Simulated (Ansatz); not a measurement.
System: zinc-blende BeTe. Method: PBE0-D3(BJ) (plane waves, PAW; Ansatz, a first-principles code).

Run with plane-wave cutoff 460 eV, 8×8×8 k mesh, Fermi–Dirac smearing 0.01 eV, scalar-relativistic PAW data made under PBE.

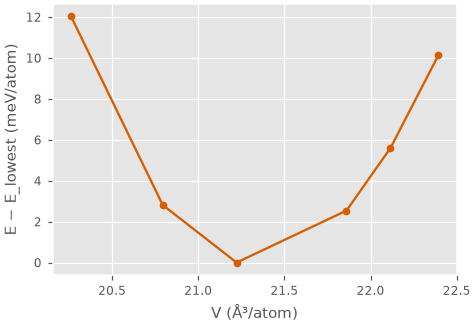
Figure. Total energy against volume

**Question.** From the curve, estimate the equilibrium volume and the bulk modulus.

**Answer.** V0 ≈ 21.3 Å³/atom and B0 ≈ 67 GPa; the fit gives V0 = 21.329 Å³/atom, B0 = 66.9 GPa, B′ = 3.9.

Measured, for comparison: bulk modulus 67 GPa (room temperature, no zero-point or thermal correction; as tabulated in Elmahjoubi et al. (2023), arXiv:2303.01780); equilibrium volume per atom 22.26 Å³/atom (temperature not stated, no zero-point or thermal correction; as tabulated in Bernardini et al. (2000), arXiv:cond-mat/0007180). Computed (rounded) less measured: bulk modulus -0.1 %, equilibrium volume per atom -4.2 %.

Spin–orbit coupling is not included.
